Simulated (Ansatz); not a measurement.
# H₈N₂SSi (built from SMILES N.N[SiH2]S): a saddle search

Aim: find the first-order saddle near the start with the program's own search, from a guess of the mode.

Method: PBE0-D4/cc-pVDZ; program: Ansatz 0.2.0, Gaussian basis.

## 1. The system as given

The start, a known saddle point with all atoms moved at random by about 0.06 Å a coordinate: 12 atoms, charge 0, spin multiplicity 1.

Atoms are counted from 1 here; the program's logs count them from 0.

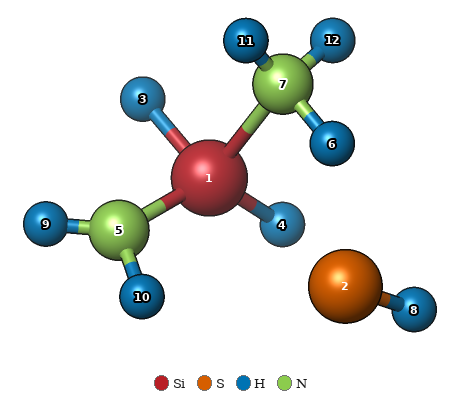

Start geometry, drawn with silicon red, sulfur orange, hydrogen blue, nitrogen green; atoms are numbered from 1 in the order of the file.

Geometry (Å):

```xyz
12

Si   -0.7949    0.2536   -0.1061
S     1.3145   -0.9990    1.5706
H    -1.6087    0.8827   -1.2533
H    -1.6354   -0.8477    0.5289
N    -0.3107    1.6256    0.5203
H     0.9961   -1.0546   -0.3357
N     0.4690   -0.5735   -1.1949
H     0.6034   -2.0416    1.9016
H    -0.4850    2.5606    0.3560
H     0.3223    1.5272    1.4490
H     0.9430   -0.0292   -1.7757
H     0.0963   -1.3692   -1.7407
```

## 2. The search

Input file run/in.yaml:

```yaml
crystal:
  periodic: [false, false, false]
  atoms:
    - {symbol: Si, position_ang: [-0.794904, 0.253612, -0.106109]}
    - {symbol: S, position_ang: [1.314523, -0.999010, 1.570589]}
    - {symbol: H, position_ang: [-1.608712, 0.882726, -1.253326]}
    - {symbol: H, position_ang: [-1.635365, -0.847679, 0.528895]}
    - {symbol: N, position_ang: [-0.310662, 1.625555, 0.520283]}
    - {symbol: H, position_ang: [0.996147, -1.054641, -0.335680]}
    - {symbol: N, position_ang: [0.469033, -0.573534, -1.194854]}
    - {symbol: H, position_ang: [0.603425, -2.041578, 1.901646]}
    - {symbol: H, position_ang: [-0.484952, 2.560608, 0.356029]}
    - {symbol: H, position_ang: [0.322280, 1.527186, 1.449046]}
    - {symbol: H, position_ang: [0.942961, -0.029234, -1.775671]}
    - {symbol: H, position_ang: [0.096302, -1.369187, -1.740656]}
basis:
  gaussian: {orbitals: cc-pVDZ}
hamiltonian: {xc: pbe0, dispersion: d4}
saddle:
  f_tol: 0.1
  max_steps: 40
  mode_guess:
    - [-0.2099, 0.1515, -0.3155]
    - [0.3973, -0.2797, -0.0200]
    - [-0.2605, 0.1380, -0.2000]
    - [0.0738, 0.1181, -0.0332]
    - [-0.0294, -0.0429, -0.1098]
    - [-0.1217, 0.1649, 0.4932]
    - [-0.0728, 0.0775, 0.1055]
    - [0.1218, -0.0972, -0.0698]
    - [0.0244, 0.0128, 0.0371]
    - [-0.0031, -0.2037, -0.1361]
    - [0.0310, -0.0193, 0.1040]
    - [0.0490, -0.0200, 0.1443]
```

The run is started by

```
$ ansatz run in.yaml --threads 4 --pin off --events-out ev --progress --plain --max-ram 9574MiB
```

The program printed:

```text
Functional definition: PBE0
  name "PBE0"
  cite "Adamo & Barone, J. Chem. Phys. 110, 6158 (1999) doi:10.1063/1.478522"
  cite "Perdew, Burke & Ernzerhof, Phys. Rev. Lett. 77, 3865 (1996) doi:10.1103/PhysRevLett.77.3865"
  parent pbe
  parameter a = 0.25
  parameter kappa = 0.804
  parameter beta = 0.06672455060314922
  exchange = (1 - a)*pbe_x(kappa = kappa, mu = beta*pi^2/3) + a*exact_x
  correlation = pbe_c(beta = beta)
1149 factors; integrals over basis functions are off by at most 2.9e-4 eV
mean field evaluation 1: about -21804.6052 eV, gradient 6.3e1 eV
mean field evaluation 2: about -21798.8871 eV, gradient 7.9e1 eV
mean field evaluation 4: about -21812.3437 eV, gradient 2.8e0 eV
mean field evaluation 8: about -21812.3865 eV, gradient 2.1e-1 eV
mean field evaluation 16: about -21812.3867 eV, gradient 2.1e-5 eV
mean field -21812.38665535 eV, -801.5904246174 hartree, gradient 2.1e-5 eV, S^2 0.000000; 0 other end points of the search recorded, 0 dependent functions left out
the calculation of the forces begins
reference -21812.38668257 eV, -801.5904256177 hartree; 26, 26 occupied and 78, 78 virtual orbitals, 1149 factors
[... from here to the last solve, the lines of the solves are left out (149 solves) ...]
saddle step   1: F+E_penalty+E_count = -21812.61155966 eV  max|allowed force component| = 6.393e0 eV/Å  curvature = -1.3260 eV/Å²  mode residual = 1.84e0 eV/Å²  Δτ_max = 0.0000 Å  (1 rotations, 3 force calls, 53 SCF iters)  cluster: 3 rotations left out, max|force component along them| = 2.180e-8 eV/Å
saddle step   2: F+E_penalty+E_count = -21813.49361186 eV  max|allowed force component| = 1.949e0 eV/Å  curvature = -1.2410 eV/Å²  mode residual = 1.01e0 eV/Å²  Δτ_max = 0.1861 Å  (1 rotations, 3 force calls, 54 SCF iters)  cluster: 3 rotations left out, max|force component along them| = 3.452e-8 eV/Å
saddle step   3: F+E_penalty+E_count = -21813.64834482 eV  max|allowed force component| = 1.151e0 eV/Å  curvature = -1.0169 eV/Å²  mode residual = 9.28e-1 eV/Å²  Δτ_max = 0.1480 Å  (1 rotations, 3 force calls, 55 SCF iters)  cluster: 3 rotations left out, max|force component along them| = 1.044e-8 eV/Å
saddle step   4: F+E_penalty+E_count = -21813.68313091 eV  max|allowed force component| = 7.815e-1 eV/Å  curvature = -0.9484 eV/Å²  mode residual = 3.56e-1 eV/Å²  Δτ_max = 0.0311 Å  (1 rotations, 3 force calls, 57 SCF iters)  cluster: 3 rotations left out, max|force component along them| = 2.101e-8 eV/Å
saddle step   5: F+E_penalty+E_count = -21813.70313665 eV  max|allowed force component| = 2.147e-1 eV/Å  curvature = -0.8505 eV/Å²  mode residual = 4.62e-1 eV/Å²  Δτ_max = 0.0211 Å  (1 rotations, 3 force calls, 57 SCF iters)  cluster: 3 rotations left out, max|force component along them| = 2.394e-8 eV/Å
saddle step   6: F+E_penalty+E_count = -21813.70627715 eV  max|allowed force component| = 9.019e-2 eV/Å  curvature = -0.8455 eV/Å²  mode residual = 2.97e-1 eV/Å²  Δτ_max = 0.0133 Å  (1 rotations, 5 force calls, 86 SCF iters)  cluster: 3 rotations left out, max|force component along them| = 2.570e-8 eV/Å
saddle step   7: F+E_penalty+E_count = -21813.71051149 eV  max|allowed force component| = 6.782e-1 eV/Å  curvature = -0.8870 eV/Å²  mode residual = 7.26e-1 eV/Å²  Δτ_max = 0.0944 Å  (1 rotations, 3 force calls, 58 SCF iters)  cluster: 3 rotations left out, max|force component along them| = 4.519e-8 eV/Å
saddle step   8: F+E_penalty+E_count = -21813.71483912 eV  max|allowed force component| = 2.847e-1 eV/Å  curvature = -0.9483 eV/Å²  mode residual = 4.82e-1 eV/Å²  Δτ_max = 0.0197 Å  (1 rotations, 3 force calls, 57 SCF iters)  cluster: 3 rotations left out, max|force component along them| = 6.019e-8 eV/Å
saddle step   9: F+E_penalty+E_count = -21813.71837108 eV  max|allowed force component| = 7.469e-2 eV/Å  curvature = -0.9562 eV/Å²  mode residual = 6.65e-1 eV/Å²  Δτ_max = 0.0247 Å  (1 rotations, 7 force calls, 112 SCF iters)  cluster: 3 rotations left out, max|force component along them| = 5.040e-8 eV/Å
saddle search: the force at step 10 is within saddle.f_tol, and the search now checks the order of the point unasked, as it does wherever a lone molecule whose rigid rotations it leaves out would converge (saddle.isolated_cluster): at most 100 rotations across the mode and 202 force calls, two more next to a line or behind a second negative curvature, two more where it reads a positive, two for each turn that reads one and six more at each negative that it reads, and up to 22 at one that stands (24 where saddle.amplitude is under 0.005 Å), over each length that the point is read over (saddle.order_check: false declines the check)
saddle search: the rotation starts from a random direction (saddle.seed = 0)
1149 factors; integrals over basis functions are off by at most 3.1e-4 eV
mean field evaluation 928: about -21813.4691 eV, gradient 8.6e-1 eV
mean field -21813.49523260 eV, -801.6311640801 hartree, gradient 1.2e-5 eV, S^2 0.000000; 1 other end points of the search recorded, 0 dependent functions left out
the calculation of the forces begins
reference -21813.49526013 eV, -801.6311650917 hartree; 26, 26 occupied and 78, 78 virtual orbitals, 1149 factors
saddle step  10: F+E_penalty+E_count = -21813.71973999 eV  max|allowed force component| = 7.120e-2 eV/Å  curvature = -0.9209 eV/Å² (error put at 0.0004; -0.9212 at half of saddle.amplitude)  mode residual = 3.57e-1 eV/Å²  Δτ_max = 0.0332 Å  (1 rotations, 117 force calls, 1566 SCF iters)  order check (unasked): positive, curvature across the mode = +0.1934 eV/Å²; +0.0791 less its residual, +0.0788 less it at half of saddle.amplitude; error put at 0.0003 (105 force calls)  cluster: 3 rotations left out, max|force component along them| = 5.606e-8 eV/Å
Total energy: -21813.71976752 eV, -801.6394155859 hartree
Atom 0 at    -0.816034     0.263526    -0.154933 Å, force    -0.004353    -0.016462     0.001106 eV/Å
Atom 1 at     1.298880    -0.958030     1.543486 Å, force     0.003613     0.000811     0.000055 eV/Å
Atom 2 at    -1.692451     0.830055    -1.246370 Å, force    -0.002543     0.001979    -0.000434 eV/Å
Atom 3 at    -1.601343    -0.802589     0.525243 Å, force     0.004174     0.005252    -0.003430 eV/Å
Atom 4 at    -0.121125     1.666742     0.547369 Å, force    -0.031003     0.071201     0.009668 eV/Å
Atom 5 at     1.053915    -1.033069    -0.309806 Å, force    -0.001892    -0.000851     0.000597 eV/Å
Atom 6 at     0.454119    -0.658726    -1.196303 Å, force    -0.001108     0.006674    -0.004881 eV/Å
Atom 7 at     0.516304    -2.016142     1.866585 Å, force    -0.004338    -0.002851     0.003124 eV/Å
Atom 8 at    -0.625139     2.545899     0.460736 Å, force     0.034960    -0.064791     0.006900 eV/Å
Atom 9 at     0.348512     1.541830     1.441061 Å, force    -0.000796     0.003118    -0.014329 eV/Å
Atom 10 at     1.014646    -0.032938    -1.779313 Å, force    -0.002506    -0.007121     0.002687 eV/Å
Atom 11 at     0.079792    -1.411735    -1.777562 Å, force     0.005790     0.003040    -0.001063 eV/Å
Dipole moment:    -0.470533     0.203695    -1.016086 e Å
```

Run time: 5.7 min. Hardware: 4 threads of Arm Neoverse N1, shared host.

Relaxation path:

```tsv
step	energy from step 1 (eV)	largest force component (eV/Å)
1	0.0000	6.3928
2	-0.8821	1.9492
3	-1.0368	1.1506
4	-1.0716	0.7815
5	-1.0916	0.2147
6	-1.0947	0.0902
7	-1.0990	0.6782
8	-1.1033	0.2847
9	-1.1068	0.0747
10	-1.1082	0.0712
```

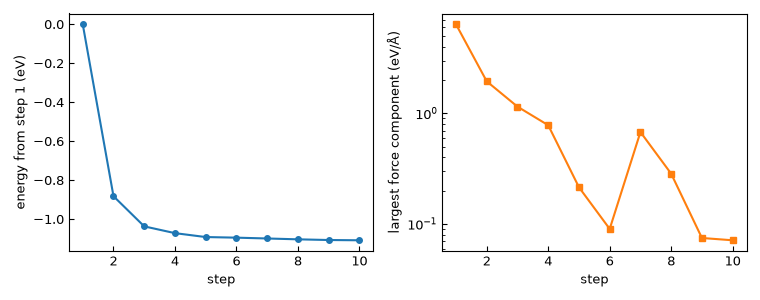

Energy and force, step by step.

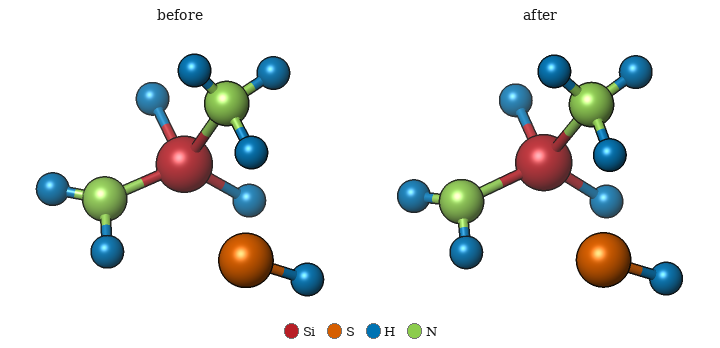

Before and after, at one scale.

Close pairs (by a distance rule), those that changed most:

```tsv
bond	before (Å)	after (Å)	change (Å)
Si1–N5	1.584	1.716	+0.132
N5–H10	1.128	1.017	-0.111
N7–H11	0.926	1.023	+0.096
N5–H9	0.965	1.017	+0.052
S2–H8	1.305	1.355	+0.050
Si1–H4	1.524	1.489	-0.035
Si1–H3	1.541	1.510	-0.031
Si1–N7	1.862	1.884	+0.022
```

## 3. What came out

| quantity | value |
| --- | --- |
| steps | 10 |
| energy change | -106.9 kJ/mol |
| last largest force | 0.0712 eV/Å |
| RMSD from the start | 0.100 Å |
| RMSD from the known saddle | 0.043 Å |

**Reading.** It converged in 10 steps at a force tolerance of 0.1 eV/Å. It is back at the known saddle, up to the shift that another level brings. So loose a tolerance leaves the structure only roughly relaxed.
